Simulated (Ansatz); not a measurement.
**B2H6 at CCSDTQ/STO-3G**

What is the vertical ionisation energy of B2H6 at CCSDTQ/STO-3G? 

Program for the calculation: Ansatz 0.2.0.

29 further runs of the same task are left out: 29 set aside as unsound or not needed.

### 1 The molecule

The species is B2H6 (8 atoms), meant as a singlet with charge 0. The shape is that of a GFN2-xTB optimisation.

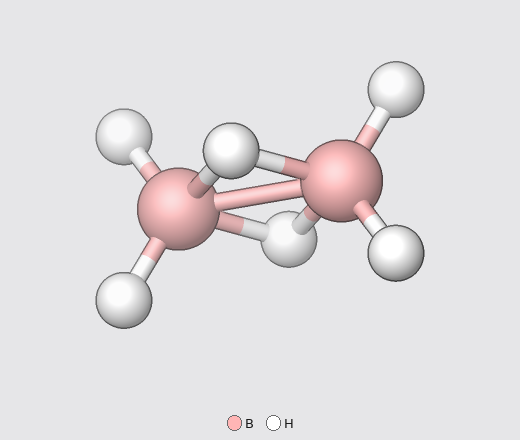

Viewed from a chosen angle; boron pink, hydrogen white.

### 2 A single-point energy at CCSDTQ/STO-3G

File job.yaml:

```yaml
basis:
  gaussian:
    orbitals: STO-3G
crystal:
  periodic: [false, false, false]
  atoms:
    - symbol: B
      position_ang: [0.512330, -0.651880, 0.361590]
    - symbol: H
      position_ang: [1.348300, -1.184480, -0.267850]
    - symbol: H
      position_ang: [0.361730, -0.994490, 1.474260]
    - symbol: H
      position_ang: [0.629670, 0.651070, 0.285640]
    - symbol: B
      position_ang: [-0.512660, 0.652050, -0.361420]
    - symbol: H
      position_ang: [-1.347930, 1.185240, 0.267880]
    - symbol: H
      position_ang: [-0.360500, 0.994270, -1.473760]
    - symbol: H
      position_ang: [-0.630940, -0.651780, -0.286340]
correlation:
  method: ccsdtq
  frozen_orbitals: {B: 1, H: 0}
accuracy: high
scf:
  omitted_lower_state_checks: [cluster_reference, increment]
```

Started as:

```
$ ansatz run job.yaml --threads 1 --pin off --max-ram 2610MiB --events-out events.jsonl --progress --plain --runs-dir runs
```

What it wrote (excerpt; [...] marks lines left out):

```text
Warning: RAYON_NUM_THREADS=1 ignored (pool sized by the plan → 1); use --threads N
Functional definition: HF
  name "HF"
[...]
272 factors; integrals over basis functions are off by at most 1.5e-8 eV
[...]
mean field -1419.43858531 eV, -52.1634058800 hartree, gradient 5.8e-8 eV, S^2 0.000000; 0 other end points of the search recorded, 0 dependent functions left out
2 core orbitals not correlated: weight in the atoms' cores, before any rotation towards them, 1.000 or more for the frozen orbitals, at most 0.000 for the correlated occupied ones
reference -1419.43858531 eV, -52.1634058800 hartree; 6, 6 occupied and 8, 8 virtual orbitals, 272 factors
second order -2.40162154 eV of doubles, -0.00000000 eV of singles
cycle   1  -2.98774574 eV  change   -5.9e-1 eV  update   5.7e-2
[...]
cycle  18  -3.30780505 eV  change  -8.2e-10 eV  update  4.7e-10
Total energy: -1422.74639036 eV, -52.2849654736 hartree
Checks for a lower state left out: cluster_reference, increment
```

Wall time 3 s (1 thread of Arm Neoverse V2, shared host); peak memory 0.11 GiB.

### 3 The doublet cation at the same level

File run.yaml:

```yaml
crystal:
  periodic: [false, false, false]
  atoms:
    - {symbol: B, position_ang: [0.512330, -0.651880, 0.361590]}
    - {symbol: H, position_ang: [1.348300, -1.184480, -0.267850]}
    - {symbol: H, position_ang: [0.361730, -0.994490, 1.474260]}
    - {symbol: H, position_ang: [0.629670, 0.651070, 0.285640]}
    - {symbol: B, position_ang: [-0.512660, 0.652050, -0.361420]}
    - {symbol: H, position_ang: [-1.347930, 1.185240, 0.267880]}
    - {symbol: H, position_ang: [-0.360500, 0.994270, -1.473760]}
    - {symbol: H, position_ang: [-0.630940, -0.651780, -0.286340]}
basis:
  gaussian:
    orbitals: STO-3G
total_charge: 1
magnetization:
  spin_polarized: true
  initial_magnetization: 1
correlation:
  method: ccsdtq
  frozen_orbitals: {B: 1, H: 0}
accuracy: high
scf:
  omitted_lower_state_checks: [cluster_reference, increment]
```

Started as:

```
$ ansatz run run.yaml --threads 1 --pin off --max-ram 2610MiB --events-out events.jsonl --progress --plain --runs-dir runs
```

What it wrote (excerpt; [...] marks lines left out):

```text
Warning: RAYON_NUM_THREADS=1 ignored (pool sized by the plan → 1); use --threads N
Functional definition: HF
  name "HF"
[...]
272 factors; integrals over basis functions are off by at most 1.5e-8 eV
[...]
mean field -1407.68661421 eV, -51.7315289080 hartree, gradient 1.3e-8 eV, S^2 0.765730; 4 other end points of the search recorded, 0 dependent functions left out
2 core orbitals not correlated: weight in the atoms' cores, before any rotation towards them, 1.000 or more for the frozen orbitals, at most 0.000 for the correlated occupied ones
reference -1407.68661421 eV, -51.7315289080 hartree; 6, 5 occupied and 8, 9 virtual orbitals, 272 factors
second order -2.48926532 eV of doubles, -0.00000000 eV of singles
cycle   1  -3.06079904 eV  change   -5.7e-1 eV  update   9.0e-2
[...]
cycle  30  -3.73903121 eV  change  -5.6e-10 eV  update   1.3e-9
Total energy: -1411.42564542 eV, -51.8689357704 hartree
Checks for a lower state left out: cluster_reference, increment
```

It took 26 s on 1 thread of Arm Neoverse V2, shared host; peak memory 0.2 GiB.

### 4 Outcome

Level: CCSDTQ/STO-3G, 2 core orbitals frozen.

| quantity | value |
| --- | --- |
| singlet B2H6: total energy | -52.28497 Eh |
| singlet B2H6: correlation energy (2 core orbitals frozen) | -121.6 mEh |
| singlet B2H6: T1 diagnostic | 0.005 |
| doublet cation: total energy | -51.86894 Eh |
| doublet cation: correlation energy (2 core orbitals frozen) | -137.4 mEh |
| doublet cation: ⟨S²⟩ of the reference determinant | 0.766 |
| doublet cation: T1 diagnostic | 0.094 |
| vertical ionisation energy (to the doublet cation) | 11.321 eV |

In words: Removing an electron at fixed nuclei costs 11.32 eV (261 kcal/mol). In a minimal basis such a difference can be off by several eV, whatever the method.
